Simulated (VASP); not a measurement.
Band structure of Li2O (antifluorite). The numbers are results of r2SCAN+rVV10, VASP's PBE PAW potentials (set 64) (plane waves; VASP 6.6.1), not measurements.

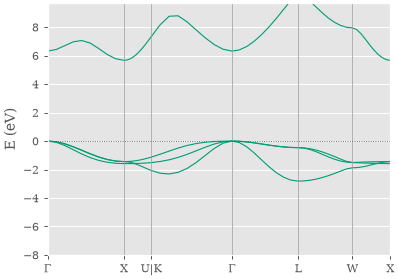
*Bands along high-symmetry lines, zero at the valence-band maximum or, without a gap, the Fermi level*

**Question.** Read the plot: is there a gap, and where are the band edges?

**Answer.** The gap is indirect, 5.67 eV, from the valence maximum at Γ to the conduction minimum at X.

Measured: gap 8.00 eV (computed value off by -2.33 eV), as given by Das et al., (2018), arXiv:1807.05623.

The compound is Li2O in the antifluorite structure. It was relaxed first.
